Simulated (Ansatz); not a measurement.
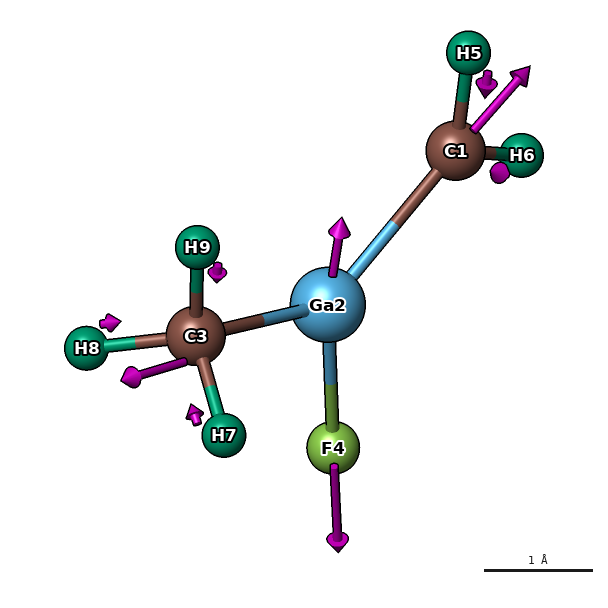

Arrows show the forces on the atoms, 4 Å of arrow for 1 eV/Å; forces under a tenth of the largest aren't drawn. State: neutral, doublet. Level of theory: B3LYP-D4/def2-TZVPP (Ansatz 0.2.0).

Q: On which atom is the force largest, and how large is it?

A: On F4: 0.27 eV/Å.

Q: Along which bond is the force strongest?

A: Ga2–F4, now 1.771 Å: the forces push its atoms apart, so a first step downhill lengthens it.

List the force components in the frame of the picture (x right, y up, z towards the viewer), in eV/Å.

```csv
atom,Fx,Fy,Fz
C1,0.13,0.15,−0.06
Ga2,0.02,0.14,0.08
C3,−0.15,−0.04,0.17
F4,0.01,−0.20,−0.18
H5,−0.01,−0.06,−0.04
H6,−0.04,0.01,0.06
H7,−0.02,0.05,−0.02
H8,0.05,0.01,0.03
H9,0.00,−0.04,−0.04
```
